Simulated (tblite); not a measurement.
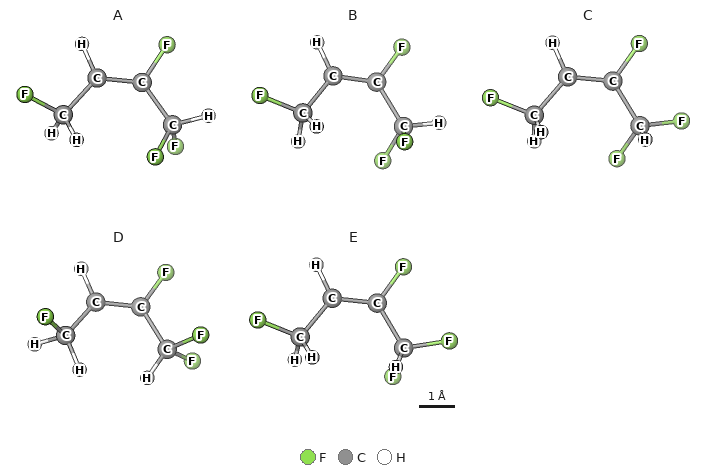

5 geometries from one relaxation of C₄H₄F₄, in shuffled order. A ball-and-stick model, seen at a tilt.

Method: GFN2-xTB geometry optimisation, gas phase in tblite. 

Question: Order the frames from highest to lowest energy.

Answer: D, E, C, A, B. They are steps 0, 69, 94, 122, 178, at +57.9 kJ/mol, +20.4 kJ/mol, +18.3 kJ/mol, +7.93 kJ/mol relative to the last. The largest move after the best rigid fit is that of an F atom, 2.78 Å. Largest moves by element: F 2.78 Å, H 2.16 Å, C 0.24 Å. Some distances before and after: C–C 1.434 → 1.493 Å, C–H 1.143 → 1.097 Å, C–F 1.401 → 1.357 Å, C–H 1.101 → 1.080 Å. Bond angles that change, for instance: C–C–H 119.0° → 111.7°, H–C–H 103.4° → 109.4°, C–C–F 105.7° → 110.9°. Groups turn about C–C by about 175°, C–C by about 60°. Over 178 geometry steps the energy falls by 57.9 kJ/mol. The run took 1.5 s on 1 thread of Arm Neoverse N1, on a shared host.
